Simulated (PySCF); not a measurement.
Consider C$_{2}$H$_{9}$N$_{2}$Si$_{2}$ (SMILES C=[C][SiH2]N[SiH2]N) (doublet).

```tsv
atom	x (Å)	y (Å)	z (Å)
C	3.6296	-0.3285	-0.0502
C	2.4109	0.0763	-0.1888
Si	0.8851	0.9464	0.3548
N	-0.4217	-0.1319	-0.0032
Si	-2.1085	0.2294	0.0408
N	-2.8643	-1.1882	-0.5901
H	4.1704	-0.8347	-0.8431
H	4.2143	-0.2048	0.8609
H	0.7311	2.1543	-0.4601
H	0.8780	1.3094	1.7870
H	-0.2022	-1.1140	0.0420
H	-2.6685	0.3824	1.3878
H	-2.2694	1.4724	-0.7233
H	-2.5186	-1.5508	-1.4647
H	-3.8705	-1.2097	-0.5961
```

Geometry: GFN2-xTB.

The calculation used UKS B3LYP, pcH-1 on C H N Si, non-relativistic, mean-field spin-orbit, GIAO (PySCF).

Question: Predict the electron density, electron localisation function and spin density between the atoms.

Answer: C–C (1.29 Å): the density is about 2.4 e/Å³ at the midpoint; the ELF peaks at about 0.95 between the atoms; a multiple bond.
Si–N (1.73 Å): ρ is about 1.1 e/Å³ halfway; the ELF peaks at about 0.90 between the atoms (a shared but strongly polarised pair).
C–Si (1.84 Å): the density is about 0.95 e/Å³ at the midpoint; the ELF peaks at about 0.95 between the atoms, as expected for localised, covalent bonding.
N–H (1.01 Å): the density is about 2.8 e/Å³ at the midpoint; the ELF climbs to about 1 towards the hydrogen, as it does in any bond to H: an ordinary covalent bond to hydrogen.
The unpaired spin (1 electron) lies mostly on C2 (about 0.7) and Si3 (about 0.1), in electrons by Hirshfeld's partition.

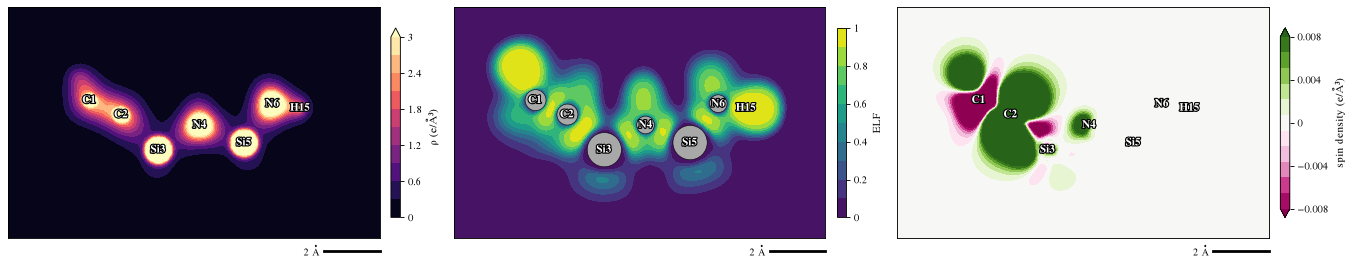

Computed electron density, electron localisation function and spin density on the plane of atoms Si5, N6 and H15, in this order. Grey discs cover the atomic cores in the ELF map. 
